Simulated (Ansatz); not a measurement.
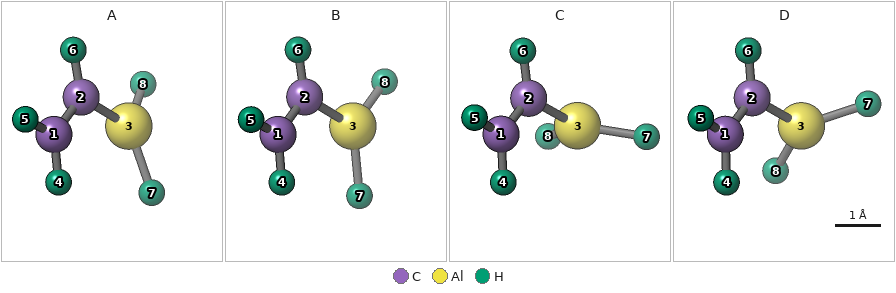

4 geometries from a converged minimum-energy path of C2H5Al, shuffled. The picture is a ball-and-stick view, seen from a free direction.

Level of theory: Ansatz 0.2.0, RHF/cc-pVDZ. Run with 9 movable images; climbing image; force threshold 0.05 eV/Å; iteration limit 60; starting path through a guess of the saddle point.

Question: One of them is the converged climbing image. Which?

Answer: C. In order along the path, whose images run from 0 to 10: D (image 3, +0.122 eV), C (image 5, +0.189 eV), A (image 9, +0.017 eV), B (image 10, 0.000 eV). The motion is a rotation about the C2–Al3 bond by about 180°. No bond forms or breaks between the ends. Bond angles that change up to the highest image, for instance: C1–C2–Al3 121.2° → 124.5°, Al3–C2–H6 122.5° → 120.1°.
